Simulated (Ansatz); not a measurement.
# AlGaHCl (triplet): CAM-B3LYP, wB97M-V, B2PLYP, RPA-PBE over vertical spin and charge gaps and displaced geometries, cc-pVDZ, part 2 of 2

Ansatz 0.2.0, Gaussian basis; cc-pVDZ, all electrons in the functionals, frozen cores in the correlation of double hybrids and RPA. Earlier steps stand in the parts before.

## (12) B2PLYP, charge 0, singlet

File in.yaml:

```yaml
crystal:
  periodic: [false, false, false]
  atoms:
    - {symbol: Al, position_ang: [0.000000, -0.731650, 2.134388]}
    - {symbol: Ga, position_ang: [0.000000, 0.600560, 0.041906]}
    - {symbol: Cl, position_ang: [0.000000, -0.685503, -1.702572]}
    - {symbol: H, position_ang: [0.000000, 2.154230, -0.148441]}
basis:
  gaussian: {orbitals: cc-pVDZ}
magnetization: {spin_polarized: true, initial_magnetization: 0}
hamiltonian: {xc: {name: B2PLYP}}
correlation: {electrons: outside_noble_gas}
```

Started as:

```sh
$ ansatz run in.yaml --threads 1 --pin off --events-out ev --progress --plain --max-ram 2393MiB
```

The program printed, shortened:

```text
Functional definition: B2PLYP
  name "B2PLYP"
  cite "Grimme, J. Chem. Phys. 124, 034108 (2006) doi:10.1063/1.2148954"
  cite "Becke, Phys. Rev. A 38, 3098 (1988) doi:10.1103/PhysRevA.38.3098"
  cite "Lee, Yang & Parr, Phys. Rev. B 37, 785 (1988) doi:10.1103/PhysRevB.37.785"
[...]
742 factors; integrals over basis functions are off by at most 8.6e-4 eV
[...]
mean field -71492.43625271 eV, -2627.2985729732 hartree, gradient 1.6e-6 eV, S^2 0.254636; 6 other end points of the search recorded, 0 dependent functions left out
24 core orbitals not correlated: weight in the atoms' cores, before any rotation towards them, 0.964 or more for the frozen orbitals, at most 0.044 for the correlated occupied ones
reference -71492.43639498 eV, -2627.2985782017 hartree; 7, 7 occupied and 37, 37 virtual orbitals, 742 factors
second order -7.78564214 eV of doubles, -0.00000000 eV of singles
Total energy: -71494.53851836 eV, -2627.3758298109 hartree
```

Run time: 14 s. Hardware: 1 thread of Arm Neoverse V2, shared host.

From the report: ⟨S²⟩ of the determinant 0.255 (pure singlet: 0.00).

From charge 0, triplet: -0.579 eV.

## (13) B2PLYP, charge 0, quintet

Edit in.yaml of step 12 so:

```diff
@@ -9,3 +9,3 @@
   gaussian: {orbitals: cc-pVDZ}
-magnetization: {spin_polarized: true, initial_magnetization: 0}
+magnetization: {spin_polarized: true, initial_magnetization: 4}
 hamiltonian: {xc: {name: B2PLYP}}
```

Same command.

The program printed, shortened:

```text
Functional definition: B2PLYP
  name "B2PLYP"
  cite "Grimme, J. Chem. Phys. 124, 034108 (2006) doi:10.1063/1.2148954"
  cite "Becke, Phys. Rev. A 38, 3098 (1988) doi:10.1103/PhysRevA.38.3098"
  cite "Lee, Yang & Parr, Phys. Rev. B 37, 785 (1988) doi:10.1103/PhysRevB.37.785"
[...]
742 factors; integrals over basis functions are off by at most 8.6e-4 eV
[...]
mean field -71488.07351778 eV, -2627.1382454218 hartree, gradient 4.4e-6 eV, S^2 6.007817; 0 other end points of the search recorded, 0 dependent functions left out
24 core orbitals not correlated: weight in the atoms' cores, before any rotation towards them, 0.963 or more for the frozen orbitals, at most 0.037 for the correlated occupied ones
reference -71488.07365714 eV, -2627.1382505432 hartree; 9, 5 occupied and 35, 39 virtual orbitals, 742 factors
second order -7.12134247 eV of doubles, -0.00000000 eV of singles
Total energy: -71489.99641961 eV, -2627.2089107605 hartree
```

It took 4.3 s on 1 thread of Arm Neoverse V2, shared host.

From the report: ⟨S²⟩ of the determinant 6.008 (pure quintet: 6.00).

From charge 0, triplet: +3.963 eV.

## (14) B2PLYP, charge 1, doublet

Edit in.yaml of step 13 so:

```diff
@@ -9,3 +9,4 @@
   gaussian: {orbitals: cc-pVDZ}
-magnetization: {spin_polarized: true, initial_magnetization: 4}
+total_charge: 1
+magnetization: {spin_polarized: true, initial_magnetization: 1}
 hamiltonian: {xc: {name: B2PLYP}}
```

The command is unchanged.

The program printed, shortened:

```text
Functional definition: B2PLYP
  name "B2PLYP"
  cite "Grimme, J. Chem. Phys. 124, 034108 (2006) doi:10.1063/1.2148954"
  cite "Becke, Phys. Rev. A 38, 3098 (1988) doi:10.1103/PhysRevA.38.3098"
  cite "Lee, Yang & Parr, Phys. Rev. B 37, 785 (1988) doi:10.1103/PhysRevB.37.785"
[...]
742 factors; integrals over basis functions are off by at most 8.6e-4 eV
[...]
mean field -71485.36479028 eV, -2627.0387015221 hartree, gradient 5.6e-6 eV, S^2 0.764600; 2 other end points of the search recorded, 0 dependent functions left out
24 core orbitals not correlated: weight in the atoms' cores, before any rotation towards them, 0.984 or more for the frozen orbitals, at most 0.024 for the correlated occupied ones
reference -71485.36493903 eV, -2627.0387069885 hartree; 7, 6 occupied and 37, 38 virtual orbitals, 742 factors
second order -7.30863419 eV of doubles, -0.00000000 eV of singles
Total energy: -71487.33827026 eV, -2627.1112255737 hartree
```

It took 6 s on 1 thread of Arm Neoverse V2, shared host.

From the report: ⟨S²⟩ of the determinant 0.765 (pure doublet: 0.75).

From charge 0, triplet: +6.622 eV.

## (15) B2PLYP, charge 1, quartet

Edit in.yaml of step 14 so:

```diff
@@ -10,3 +10,3 @@
 total_charge: 1
-magnetization: {spin_polarized: true, initial_magnetization: 1}
+magnetization: {spin_polarized: true, initial_magnetization: 3}
 hamiltonian: {xc: {name: B2PLYP}}
```

Same command.

The program printed, shortened:

```text
Functional definition: B2PLYP
  name "B2PLYP"
  cite "Grimme, J. Chem. Phys. 124, 034108 (2006) doi:10.1063/1.2148954"
  cite "Becke, Phys. Rev. A 38, 3098 (1988) doi:10.1103/PhysRevA.38.3098"
  cite "Lee, Yang & Parr, Phys. Rev. B 37, 785 (1988) doi:10.1103/PhysRevB.37.785"
[...]
742 factors; integrals over basis functions are off by at most 8.6e-4 eV
[...]
mean field -71481.77785719 eV, -2626.9068841624 hartree, gradient 3.1e-6 eV, S^2 3.766328; 9 other end points of the search recorded, 0 dependent functions left out
24 core orbitals not correlated: weight in the atoms' cores, before any rotation towards them, 0.911 or more for the frozen orbitals, at most 0.088 for the correlated occupied ones
reference -71481.77800247 eV, -2626.9068895015 hartree; 8, 5 occupied and 36, 39 virtual orbitals, 742 factors
second order -7.29952221 eV of doubles, -0.00000000 eV of singles
Total energy: -71483.74887347 eV, -2626.9793176748 hartree
```

Run time: 16 s. Hardware: 1 thread of Arm Neoverse V2, shared host.

From the report: ⟨S²⟩ of the determinant 3.766 (pure quartet: 3.75).

From charge 0, triplet: +10.211 eV.

## (16) B2PLYP, displaced geometry v1

File in.yaml:

```yaml
crystal:
  periodic: [false, false, false]
  atoms:
    - {symbol: Al, position_ang: [-0.011690, -0.734542, 2.154723]}
    - {symbol: Ga, position_ang: [-0.012524, 0.581526, 0.051088]}
    - {symbol: Cl, position_ang: [0.035440, -0.645227, -1.736003]}
    - {symbol: H, position_ang: [-0.067336, 2.131691, -0.152069]}
basis:
  gaussian: {orbitals: cc-pVDZ}
magnetization: {spin_polarized: true, initial_magnetization: 2}
hamiltonian: {xc: {name: B2PLYP}}
correlation: {electrons: outside_noble_gas}
```

The command is unchanged.

The program printed, shortened:

```text
Functional definition: B2PLYP
  name "B2PLYP"
  cite "Grimme, J. Chem. Phys. 124, 034108 (2006) doi:10.1063/1.2148954"
  cite "Becke, Phys. Rev. A 38, 3098 (1988) doi:10.1103/PhysRevA.38.3098"
  cite "Lee, Yang & Parr, Phys. Rev. B 37, 785 (1988) doi:10.1103/PhysRevB.37.785"
[...]
742 factors; integrals over basis functions are off by at most 8.5e-4 eV
[...]
mean field -71491.88672970 eV, -2627.2783783753 hartree, gradient 1.0e-5 eV, S^2 2.009072; 2 other end points of the search recorded, 0 dependent functions left out
24 core orbitals not correlated: weight in the atoms' cores, before any rotation towards them, 0.966 or more for the frozen orbitals, at most 0.036 for the correlated occupied ones
reference -71491.88687011 eV, -2627.2783835352 hartree; 8, 6 occupied and 36, 38 virtual orbitals, 742 factors
second order -7.67685068 eV of doubles, -0.00000000 eV of singles
Total energy: -71493.95961980 eV, -2627.3545556811 hartree
```

It took 6 s on 1 thread of Arm Neoverse V2, shared host.

From the report: ⟨S²⟩ of the determinant 2.009 (pure triplet: 2.00).

From charge 0, triplet: 0.000 eV.

## (17) B2PLYP, displaced geometry v2

File in.yaml:

```yaml
crystal:
  periodic: [false, false, false]
  atoms:
    - {symbol: Al, position_ang: [0.109860, -0.729031, 2.127245]}
    - {symbol: Ga, position_ang: [-0.055014, 0.611553, 0.046357]}
    - {symbol: Cl, position_ang: [0.021606, -0.706934, -1.706301]}
    - {symbol: H, position_ang: [0.104715, 2.077529, -0.133956]}
basis:
  gaussian: {orbitals: cc-pVDZ}
magnetization: {spin_polarized: true, initial_magnetization: 2}
hamiltonian: {xc: {name: B2PLYP}}
correlation: {electrons: outside_noble_gas}
```

Same command.

The program printed, shortened:

```text
Functional definition: B2PLYP
  name "B2PLYP"
  cite "Grimme, J. Chem. Phys. 124, 034108 (2006) doi:10.1063/1.2148954"
  cite "Becke, Phys. Rev. A 38, 3098 (1988) doi:10.1103/PhysRevA.38.3098"
  cite "Lee, Yang & Parr, Phys. Rev. B 37, 785 (1988) doi:10.1103/PhysRevB.37.785"
[...]
742 factors; integrals over basis functions are off by at most 8.8e-4 eV
[...]
mean field -71491.81934395 eV, -2627.2759019946 hartree, gradient 1.7e-6 eV, S^2 2.008948; 2 other end points of the search recorded, 0 dependent functions left out
24 core orbitals not correlated: weight in the atoms' cores, before any rotation towards them, 0.972 or more for the frozen orbitals, at most 0.030 for the correlated occupied ones
reference -71491.81948371 eV, -2627.2759071306 hartree; 8, 6 occupied and 36, 38 virtual orbitals, 742 factors
second order -7.66982325 eV of doubles, -0.00000000 eV of singles
Total energy: -71493.89033599 eV, -2627.3520095481 hartree
```

Run time: 6.5 s. Hardware: 1 thread of Arm Neoverse V2, shared host.

From the report: ⟨S²⟩ of the determinant 2.009 (pure triplet: 2.00).

From charge 0, triplet: +0.069 eV.

## (18) RPA-PBE, charge 0, triplet

File in.yaml:

```yaml
crystal:
  periodic: [false, false, false]
  atoms:
    - {symbol: Al, position_ang: [0.000000, -0.731650, 2.134388]}
    - {symbol: Ga, position_ang: [0.000000, 0.600560, 0.041906]}
    - {symbol: Cl, position_ang: [0.000000, -0.685503, -1.702572]}
    - {symbol: H, position_ang: [0.000000, 2.154230, -0.148441]}
basis:
  gaussian: {orbitals: cc-pVDZ}
magnetization: {spin_polarized: true, initial_magnetization: 2}
hamiltonian: {xc: {name: PBE}}
correlation: {method: rpa, electrons: outside_noble_gas}
```

The command is unchanged.

The program printed, shortened:

```text
Functional definition: PBE
  name "PBE"
  cite "Perdew, Burke & Ernzerhof, Phys. Rev. Lett. 77, 3865 (1996) doi:10.1103/PhysRevLett.77.3865"
  parent pbe
[...]
742 factors; integrals over basis functions are off by at most 8.6e-4 eV
[...]
mean field -71495.84140636 eV, -2627.4237100620 hartree, gradient 5.8e-6 eV, S^2 2.003036; 6 other end points of the search recorded, 0 dependent functions left out
24 core orbitals not correlated: weight in the atoms' cores, before any rotation towards them, 0.834 or more for the frozen orbitals, at most 0.166 for the correlated occupied ones
reference -71435.02817167 eV, -2625.1888649078 hartree; 8, 6 occupied and 36, 38 virtual orbitals, 742 factors
Total energy: -71446.46412688 eV, -2625.6091285102 hartree
```

It took 11 s on 1 thread of Arm Neoverse V2, shared host.

From the report: ⟨S²⟩ of the determinant 2.003 (pure triplet: 2.00).

## (19) RPA-PBE, charge 0, singlet

Edit in.yaml of step 18 so:

```diff
@@ -9,3 +9,3 @@
   gaussian: {orbitals: cc-pVDZ}
-magnetization: {spin_polarized: true, initial_magnetization: 2}
+magnetization: {spin_polarized: true, initial_magnetization: 0}
 hamiltonian: {xc: {name: PBE}}
```

Launched as before.

The program printed, shortened:

```text
Functional definition: PBE
  name "PBE"
  cite "Perdew, Burke & Ernzerhof, Phys. Rev. Lett. 77, 3865 (1996) doi:10.1103/PhysRevLett.77.3865"
  parent pbe
[...]
742 factors; integrals over basis functions are off by at most 8.6e-4 eV
[...]
mean field -71496.29666719 eV, -2627.4404405888 hartree, gradient 2.1e-6 eV, S^2 0.139233; 11 other end points of the search recorded, 0 dependent functions left out
24 core orbitals not correlated: weight in the atoms' cores, before any rotation towards them, 0.802 or more for the frozen orbitals, at most 0.214 for the correlated occupied ones
reference -71435.37966512 eV, -2625.2017820537 hartree; 7, 7 occupied and 37, 37 virtual orbitals, 742 factors
Total energy: -71447.04666867 eV, -2625.6305365260 hartree
```

It took 21 s on 1 thread of Arm Neoverse V2, shared host.

From the report: ⟨S²⟩ of the determinant 0.139 (pure singlet: 0.00).

From charge 0, triplet: -0.583 eV.

## (20) RPA-PBE, charge 0, quintet

Edit in.yaml of step 19 so:

```diff
@@ -9,3 +9,3 @@
   gaussian: {orbitals: cc-pVDZ}
-magnetization: {spin_polarized: true, initial_magnetization: 0}
+magnetization: {spin_polarized: true, initial_magnetization: 4}
 hamiltonian: {xc: {name: PBE}}
```

Launched as before.

The program printed, shortened:

```text
Functional definition: PBE
  name "PBE"
  cite "Perdew, Burke & Ernzerhof, Phys. Rev. Lett. 77, 3865 (1996) doi:10.1103/PhysRevLett.77.3865"
  parent pbe
[...]
742 factors; integrals over basis functions are off by at most 8.6e-4 eV
[...]
mean field -71492.22287586 eV, -2627.2907315187 hartree, gradient 4.1e-6 eV, S^2 6.002237; 10 other end points of the search recorded, 0 dependent functions left out
24 core orbitals not correlated: weight in the atoms' cores, before any rotation towards them, 0.706 or more for the frozen orbitals, at most 0.290 for the correlated occupied ones
reference -71431.53740424 eV, -2625.0605815708 hartree; 9, 5 occupied and 35, 39 virtual orbitals, 742 factors
Total energy: -71442.82200259 eV, -2625.4752829113 hartree
```

Wall time 19 s (1 thread of Arm Neoverse V2, shared host).

From the report: ⟨S²⟩ of the determinant 6.002 (pure quintet: 6.00).

From charge 0, triplet: +3.642 eV.

## (21) RPA-PBE, charge 1, doublet

Edit in.yaml of step 20 so:

```diff
@@ -9,3 +9,4 @@
   gaussian: {orbitals: cc-pVDZ}
-magnetization: {spin_polarized: true, initial_magnetization: 4}
+total_charge: 1
+magnetization: {spin_polarized: true, initial_magnetization: 1}
 hamiltonian: {xc: {name: PBE}}
```

Launched as before.

The program printed, shortened:

```text
Functional definition: PBE
  name "PBE"
  cite "Perdew, Burke & Ernzerhof, Phys. Rev. Lett. 77, 3865 (1996) doi:10.1103/PhysRevLett.77.3865"
  parent pbe
[...]
742 factors; integrals over basis functions are off by at most 8.6e-4 eV
[...]
mean field -71489.05633937 eV, -2627.1743634490 hartree, gradient 1.2e-6 eV, S^2 0.754518; 0 other end points of the search recorded, 0 dependent functions left out
24 core orbitals not correlated: weight in the atoms' cores, before any rotation towards them, 0.916 or more for the frozen orbitals, at most 0.093 for the correlated occupied ones
reference -71428.66642315 eV, -2624.9550749617 hartree; 7, 6 occupied and 37, 38 virtual orbitals, 742 factors
Total energy: -71439.69394339 eV, -2625.3603288557 hartree
```

It took 4.1 s on 1 thread of Arm Neoverse V2, shared host.

From the report: ⟨S²⟩ of the determinant 0.755 (pure doublet: 0.75).

From charge 0, triplet: +6.770 eV.

## (22) RPA-PBE, charge 1, quartet

Edit in.yaml of step 21 so:

```diff
@@ -10,3 +10,3 @@
 total_charge: 1
-magnetization: {spin_polarized: true, initial_magnetization: 1}
+magnetization: {spin_polarized: true, initial_magnetization: 3}
 hamiltonian: {xc: {name: PBE}}
```

Launched as before.

The program printed, shortened:

```text
Functional definition: PBE
  name "PBE"
  cite "Perdew, Burke & Ernzerhof, Phys. Rev. Lett. 77, 3865 (1996) doi:10.1103/PhysRevLett.77.3865"
  parent pbe
[...]
742 factors; integrals over basis functions are off by at most 8.6e-4 eV
[...]
mean field -71485.89264557 eV, -2627.0580998462 hartree, gradient 5.5e-6 eV, S^2 3.753034; 12 other end points of the search recorded, 0 dependent functions left out
24 core orbitals not correlated: weight in the atoms' cores, before any rotation towards them, 0.641 or more for the frozen orbitals, at most 0.356 for the correlated occupied ones
reference -71425.11557561 eV, -2624.8245837213 hartree; 8, 5 occupied and 36, 39 virtual orbitals, 742 factors
Total energy: -71436.47591225 eV, -2625.2420683928 hartree
```

It took 20 s on 1 thread of Arm Neoverse V2, shared host.

From the report: ⟨S²⟩ of the determinant 3.753 (pure quartet: 3.75).

From charge 0, triplet: +9.988 eV.

## (23) RPA-PBE, displaced geometry v1

File in.yaml:

```yaml
crystal:
  periodic: [false, false, false]
  atoms:
    - {symbol: Al, position_ang: [-0.011690, -0.734542, 2.154723]}
    - {symbol: Ga, position_ang: [-0.012524, 0.581526, 0.051088]}
    - {symbol: Cl, position_ang: [0.035440, -0.645227, -1.736003]}
    - {symbol: H, position_ang: [-0.067336, 2.131691, -0.152069]}
basis:
  gaussian: {orbitals: cc-pVDZ}
magnetization: {spin_polarized: true, initial_magnetization: 2}
hamiltonian: {xc: {name: PBE}}
correlation: {method: rpa, electrons: outside_noble_gas}
```

The command is unchanged.

The program printed, shortened:

```text
Functional definition: PBE
  name "PBE"
  cite "Perdew, Burke & Ernzerhof, Phys. Rev. Lett. 77, 3865 (1996) doi:10.1103/PhysRevLett.77.3865"
  parent pbe
[...]
742 factors; integrals over basis functions are off by at most 8.5e-4 eV
[...]
mean field -71495.83963108 eV, -2627.4236448217 hartree, gradient 6.3e-6 eV, S^2 2.003035; 4 other end points of the search recorded, 0 dependent functions left out
24 core orbitals not correlated: weight in the atoms' cores, before any rotation towards them, 0.838 or more for the frozen orbitals, at most 0.161 for the correlated occupied ones
reference -71435.03022602 eV, -2625.1889404037 hartree; 8, 6 occupied and 36, 38 virtual orbitals, 742 factors
Total energy: -71446.46357525 eV, -2625.6091082382 hartree
```

Wall time 7.5 s (1 thread of Arm Neoverse V2, shared host).

From the report: ⟨S²⟩ of the determinant 2.003 (pure triplet: 2.00).

From charge 0, triplet: +0.001 eV.

## (24) RPA-PBE, displaced geometry v2

File in.yaml:

```yaml
crystal:
  periodic: [false, false, false]
  atoms:
    - {symbol: Al, position_ang: [0.109860, -0.729031, 2.127245]}
    - {symbol: Ga, position_ang: [-0.055014, 0.611553, 0.046357]}
    - {symbol: Cl, position_ang: [0.021606, -0.706934, -1.706301]}
    - {symbol: H, position_ang: [0.104715, 2.077529, -0.133956]}
basis:
  gaussian: {orbitals: cc-pVDZ}
magnetization: {spin_polarized: true, initial_magnetization: 2}
hamiltonian: {xc: {name: PBE}}
correlation: {method: rpa, electrons: outside_noble_gas}
```

Launched as before.

The program printed, shortened:

```text
Functional definition: PBE
  name "PBE"
  cite "Perdew, Burke & Ernzerhof, Phys. Rev. Lett. 77, 3865 (1996) doi:10.1103/PhysRevLett.77.3865"
  parent pbe
[...]
742 factors; integrals over basis functions are off by at most 8.8e-4 eV
[...]
mean field -71495.76949627 eV, -2627.4210674148 hartree, gradient 7.6e-6 eV, S^2 2.003018; 4 other end points of the search recorded, 0 dependent functions left out
24 core orbitals not correlated: weight in the atoms' cores, before any rotation towards them, 0.866 or more for the frozen orbitals, at most 0.134 for the correlated occupied ones
reference -71434.95910886 eV, -2625.1863268963 hartree; 8, 6 occupied and 36, 38 virtual orbitals, 742 factors
Total energy: -71446.37686403 eV, -2625.6059216594 hartree
```

Run time: 6.5 s. Hardware: 1 thread of Arm Neoverse V2, shared host.

From the report: ⟨S²⟩ of the determinant 2.003 (pure triplet: 2.00).

From charge 0, triplet: +0.087 eV.

## (25) Against the wave-function levels

The yardstick is UCCSDT(Q), where the cluster series has nearly closed. It comes from earlier runs at the same points. Energies in eV, counted from charge 0, triplet; blanks weren't run or aren't comparable.

| level | triplet to singlet | triplet to quintet | ionisation to the doublet cation | ionisation to the quartet cation | displacement v1 | displacement v2 |
| --- | --- | --- | --- | --- | --- | --- |
| UCCSDT(Q) | -0.558 | 3.657 | 6.669 |  | 0.000 | 0.086 |
| CAM-B3LYP |  |  |  |  | 0.000 |  |
| wB97M-V | -0.818 | 4.221 | 6.555 | 10.497 | 0.003 | 0.060 |
| B2PLYP | -0.579 | 3.963 | 6.622 | 10.211 | 0.000 | 0.069 |
| RPA-PBE | -0.583 | 3.642 | 6.770 | 9.988 | 0.001 | 0.087 |

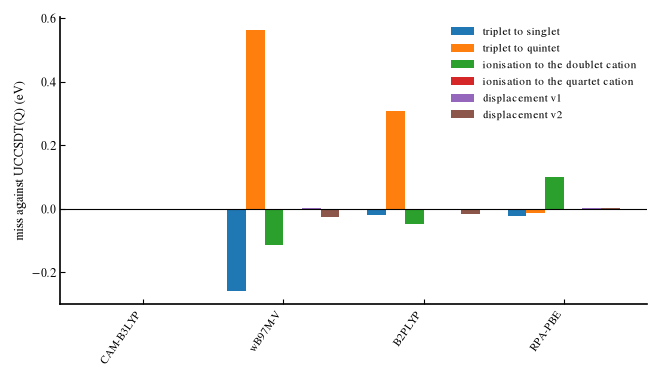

Misses of the gaps against UCCSDT(Q).

Largest miss and mean time a point (UCCSDT(Q) took 2.1 min a point; shared hosts):

| level | largest miss (eV) | where | time a point |
| --- | --- | --- | --- |
| CAM-B3LYP | +0.001 | displacement v1 | 6.8 s |
| wB97M-V | +0.564 | triplet to quintet | 27 s |
| B2PLYP | +0.307 | triplet to quintet | 8.2 s |
| RPA-PBE | +0.101 | ionisation to the doublet cation | 13 s |

## (26) Results

The summary covers parts 1 to 2.

```
                                   quantity                                         value
              triplet to singlet, UCCSDT(Q)                                     -0.558 eV
              triplet to quintet, UCCSDT(Q)                                      3.657 eV
ionisation to the doublet cation, UCCSDT(Q)                                      6.669 eV
                 displacement v1, UCCSDT(Q)                                      0.000 eV
                 displacement v2, UCCSDT(Q)                                      0.086 eV
                    largest miss, CAM-B3LYP                   +0.001 eV (displacement v1)
                      largest miss, wB97M-V                +0.564 eV (triplet to quintet)
                       largest miss, B2PLYP                +0.307 eV (triplet to quintet)
                      largest miss, RPA-PBE  +0.101 eV (ionisation to the doublet cation)
```

In words: Misses are known at 5 of 6 points at best, and only functionals with that many are ranked. Of the functionals, RPA-PBE keep the smallest largest miss at the points compared (at most 0.101 eV) and wB97M-V strays most (0.564 eV, at triplet to quintet). Functionals and the yardstick converge differently with the basis, so part of each miss in cc-pVDZ is the basis.
